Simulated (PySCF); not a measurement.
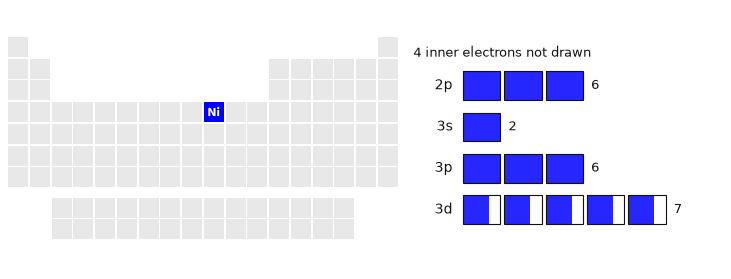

Fig. 1: Left, the place of nickel in the periodic table; right, the outer shells of the nominal configuration: a box for each of the 2l + 1 orbitals, shaded by the share of the shell that is filled, with the electron count at the right.

Run report: Ni³⁺, atomic calculation

- system: Ni³⁺, configuration 1s2 2s2 2p6 3s2 3p6 3d7, multiplicity 4.
- method: unrestricted PBE, STO-3G, non-relativistic, point nucleus (PySCF)

### Input
```python
from pyscf import gto, scf, dft, mp, cc
import basis_set_exchange as bse
mol = gto.M(atom="Ni 0 0 0", charge=3, spin=3, symmetry="D2h",
            basis=gto.basis.parse(bse.get_basis("STO-3G", elements=["Ni"], fmt="nwchem", header=False)))
mf = dft.UKS(mol, xc="PBE")
mf.irrep_nelec = {'Ag': (5, 4), 'B1g': (1, 1), 'B2g': (1, 0), 'B3g': (1, 0), 'B1u': (2, 2), 'B2u': (2, 2), 'B3u': (2, 2)}
mf.kernel()
```

The script is an equivalent of what the driver set up; the driver started from orbitals of its own, so the log can be shorter than this script's would be, and it computed the properties (radii, ⟨L²⟩, response) afterwards. It held the occupations shell by shell, which the script's counts by irreducible representation don't always enforce.

Hardware: 1 thread of Intel Xeon, 108 GiB of memory available, shared host.

The run was one of a batch that the task file lists, launched with:
```bash
OMP_NUM_THREADS=1 python <driver script> TASK.json OUT
```

### Log (extracts)
```
damping factor = 0
level_shift factor = 0
DIIS = <class 'pyscf.scf.diis.CDIIS'>
diis_start_cycle = 1
diis_space = 10
diis_damp = 0
SCF conv_tol = 1e-09
SCF conv_tol_grad = None
number electrons alpha = 14  beta = 11
XC functionals = PBE
    J. P. Perdew, K. Burke, and M. Ernzerhof.,  Phys. Rev. Lett. 77, 3865 (1996)
    J. P. Perdew, K. Burke, and M. Ernzerhof.,  Phys. Rev. Lett. 78, 1396 (1997)
    J. P. Perdew, K. Burke, and M. Ernzerhof.,  Phys. Rev. Lett. 77, 3865 (1996)
    J. P. Perdew, K. Burke, and M. Ernzerhof.,  Phys. Rev. Lett. 78, 1396 (1997)
cycle= 1 E= -1489.15944871551  delta_E= -0.00197  |g|= 0.00388  |ddm|= 0.0442
cycle= 2 E= -1489.15945331348  delta_E= -4.6e-06  |g|= 0.000206  |ddm|= 0.0022
cycle= 3 E= -1489.15945332649  delta_E= -1.3e-08  |g|= 3.11e-07  |ddm|= 0.000111
cycle= 4 E= -1489.15945332649  delta_E=    0  |g|= 3.38e-10  |ddm|= 1.86e-07
converged SCF energy = -1489.15945332649  <S^2> = 3.7501432  2S+1 = 4.0000716
```

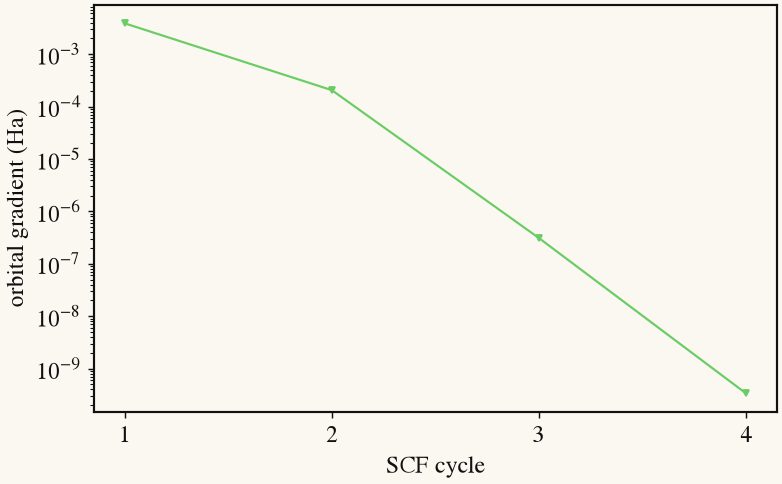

Fig. 2: Convergence: orbital gradient against the SCF cycle. The residual falls at every step. It goes from 0.0039 to 3.4×10⁻¹⁰ in 4 steps.

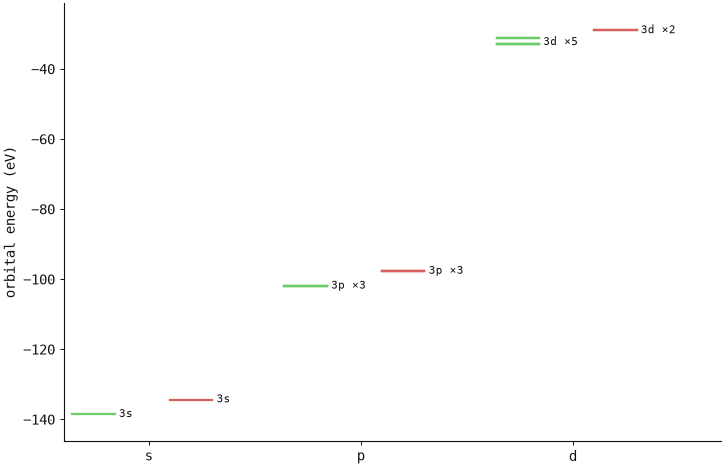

Fig. 3: Orbital energies of the mean field, from the top down to −138.6 eV, by angular momentum, α spin at the left of each column and β at the right; ×n counts the orbitals under one label. The highest filled orbital is 3d β at −28.9 eV, the lowest empty one s α at −28.0 eV.

### What the run reported

- outcome: converged
- total energy: −1489.1595 hartree
- kinetic energy: 1483.3108 hartree
- ⟨S²⟩: 3.750
- ⟨L²⟩: 12.00
- SCF iterations: 4

### What is odd here

The input is odd on purpose: minimal basis. The program ran to the end. Its numbers are those of this setting; this run alone doesn't show how far the oddity moves them.
